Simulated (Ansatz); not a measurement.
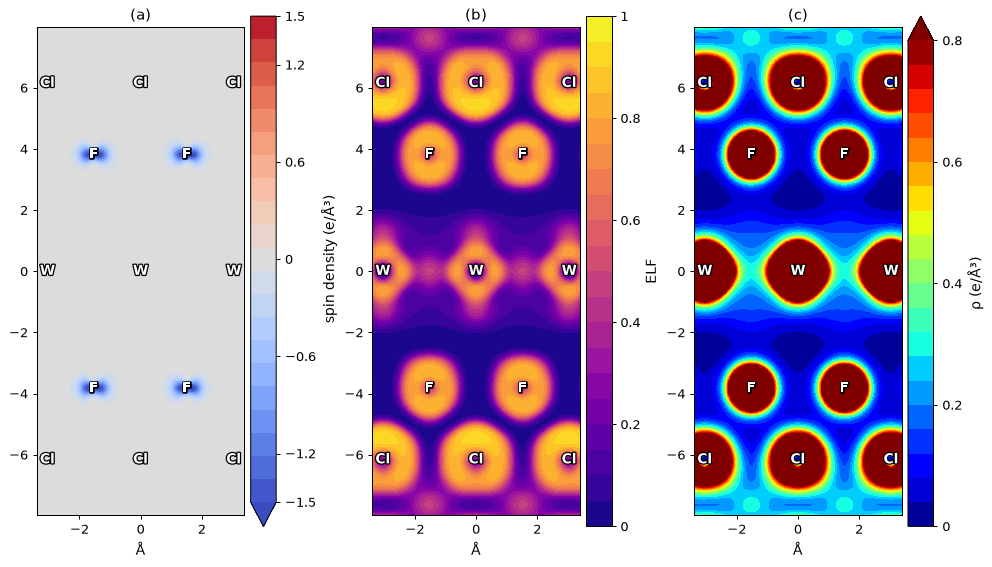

*WCl2F2. (a) spin density; (b) ELF; (c) valence charge density (pseudo) on the (100) plane of the conventional cell.*

Space group I4/mmm; a structure generated by program, which may or may not match a known phase; spin-polarised.

Level of theory: DFT PBE, scalar-relativistic, plane waves, PAW (Ansatz 0.2.0).

Input file:

```
crystal:
  lattice:
    - [-1.5222017957, 1.5222017957, 7.654809164]
    - [1.5222017957, -1.5222017957, 7.654809164]
    - [1.5222017957, 1.5222017957, -7.654809164]
  atoms:
    - { symbol: W, position: [0.0, 0.0, 0.0] }
    - { symbol: Cl, position: [0.4028471978, 0.4028471978, 0.0] }
    - { symbol: Cl, position: [0.5971528022, 0.5971528022, 0.0] }
    - { symbol: F, position: [0.75, 0.25, 0.5], spin: -0.73 }
    - { symbol: F, position: [0.25, 0.75, 0.5], spin: -0.73 }
basis:
  ecutwfc: 420
kpoints:
  mp_grid: { grid: [18, 18, 18] }
hamiltonian:
  xc: pbe
scf:
  occupations: { method: gaussian, width: 0.1 }
output:
  forces: true
  stress: true
  eigenvalues: true
  populations: true
  write_density: true
  write_potential: true
  elf: true
  volumetric_format: npy
magnetization:
  spin_polarized: true
relax:
  adjacent_minimum: "off"
  f_tol: 0.01
  max_steps: 80
  cell: { stress_tol: 0.05 }
```

Command:

```sh
ansatz run input.yaml --threads 1 --pin off --max-ram 2560MiB --backend cpu --events-out ev --progress --plain --runs-dir out
```

Below, planes, directions and counts refer to the conventional cell (a = 3.05 Å, b = 3.05 Å, c = 15.27 Å, α = 90.00°, β = 90.00°, γ = 90.00°).

The fields are those of the relaxed geometry.

Q: Read the bonding off the picture.

A:
- Atoms in the plane: W, Cl and F.
- Between the atoms the lowest density in this plane is 0.02 e/Å³.
- The features right at W lie inside the PAW spheres, where the map follows smoothed inner orbitals and isn't to be read closely.
- The spin density sits on F: −0.7 μB (×4) in one cell of 10 atoms: parallel main moments (a ferromagnetic arrangement) in this solution. The cell of the calculation (5 atoms) carries 1.3 μB of net spin moment.
